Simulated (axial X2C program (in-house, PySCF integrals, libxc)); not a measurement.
## Run report: MoP, relativistic diatomic calculation

MoP, single determinant with M_S = 1/2 and |Λ| = 0 (not the lowest found). Computed at this level: PBE0, spin-free X2C-1e, Mo dyall-cv3z, P dyall-v3z (cores contracted) (axial X2C program (in-house, PySCF integrals, libxc)).

**Output**
```
spin-free X2C-1e  PBE0
basis functions 200  fitting functions 974  grid points 5079
iter        total energy     max residual
   1      -4390.123216936     1.05e-05
   2      -4390.123216920     3.41e-05
   3      -4390.123216943     6.60e-06
   4      -4390.123216944     5.49e-06
converged
one-electron -6369.03240119  Coulomb 1970.48087438  exact exchange -36.29438374  xc functional -111.35485456  nuclear repulsion 156.07754816
```

**The points of the curve**

| R (Å) | E (hartree) | dipole (D; origin at the first atom, positive when the second is positive) | highest filled (eV) | lowest empty (eV) |
| --- | --- | --- | --- | --- |
| 1.858 | −4390.093062 | −2.36 | −4.60 | −3.24 |
| 1.944 | −4390.114608 | −2.70 | −4.68 | −3.30 |
| 2.008 | −4390.122166 | −2.93 | −4.72 | −3.34 |
| 2.072 | −4390.124497 | −3.14 | −4.74 | −3.37 |
| 2.136 | −4390.123217 | −3.30 | −4.75 | −3.39 |
| 2.211 | −4390.118859 | −3.45 | −4.75 | −3.40 |
| 2.285 | −4390.112717 | −3.53 | −4.74 | −3.40 |
| 2.382 | −4390.103494 | −3.59 | −4.71 | −3.38 |
| 2.499 | −4390.091460 | −3.62 | −4.69 | −3.36 |

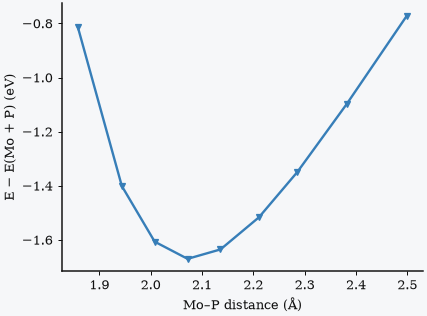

**Figure 1.** Energy at 9 bond lengths, for one set of occupations held fixed; the line joins the points. A polynomial of degree 6 through 9 points gives rₑ = 2.077 Å, ωₑ = 513.6 cm⁻¹, ωₑxₑ = 3.7 cm⁻¹ and Bₑ = 0.1661 cm⁻¹. The minimum lies 1.67 eV below Mo + P, each computed as one determinant at the same level.

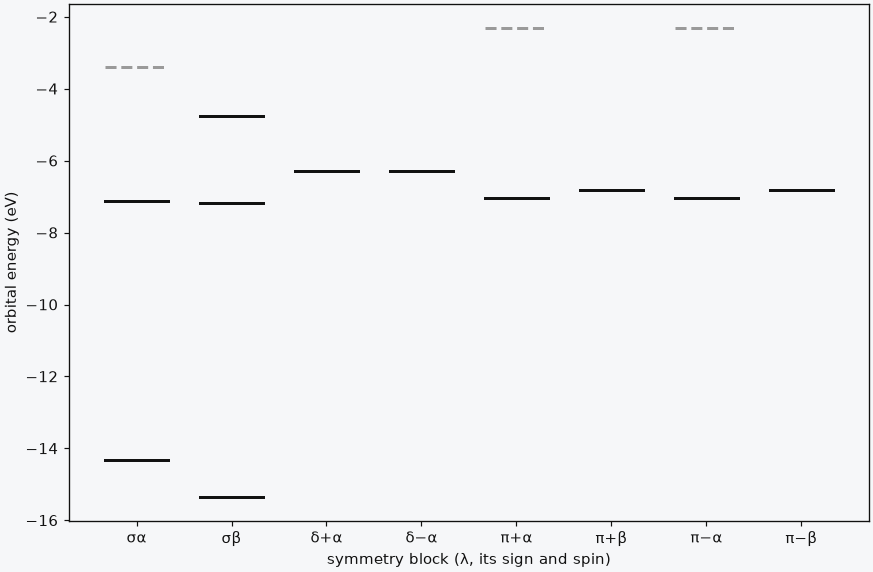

**Figure 2.** Orbital energies near the frontier at 2.14 Å, filled (solid) and empty (dashed); a label such as π−α means λ = −1 and α spin. The highest filled orbital (σβ; 56 % Mo s, 30 % Mo d) lies at −4.75 eV, the lowest empty one (σα; 58 % Mo s, 27 % Mo d) at −3.39 eV.

**The input**
```
{"zs": [42, 15], "q": 0, "bas": ["dyall-cv3z", "dyall-v3z"], "levels": ["PBE0", "HF", "M06"], "cc": true, "r0": 2.23, "thr": -2.0, "nmax": 110, "npts": 10, "nst": 2, "ntry": 8}
```

The line is the task of a batch: nuclear charges, charge, bases, the levels to run, a first guess of the distance and further settings. This report covers PBE0 without spin-orbit coupling. The log is that of the reference distance 2.136 Å, started from orbitals converged before.

Launched within a batch (the task file carries these settings):
```bash
python <driver script> task.json out
```

**Results in brief**

```
                    quantity                                                                  value
                     outcome                                                              converged
              bond length rₑ                                                                2.077 Å
                          ωₑ                                                             513.6 cm⁻¹
       energy at the minimum                                                    −4390.12450 hartree
   depth below the fragments                                                                1.67 eV
largest ⟨S²⟩ along the curve                                                                   3.19
                    hardware  1 thread of Arm Neoverse V1, 112 GiB of memory available, shared host
                   wall time                                                                  6.5 s
                 peak memory                                                                1.7 GiB
```

**Notes**

⟨S²⟩ reaches 3.19 where a pure state of this multiplicity has 0.75, so the determinant is spin-contaminated. Limits: 9 of the 10 points asked for were kept.
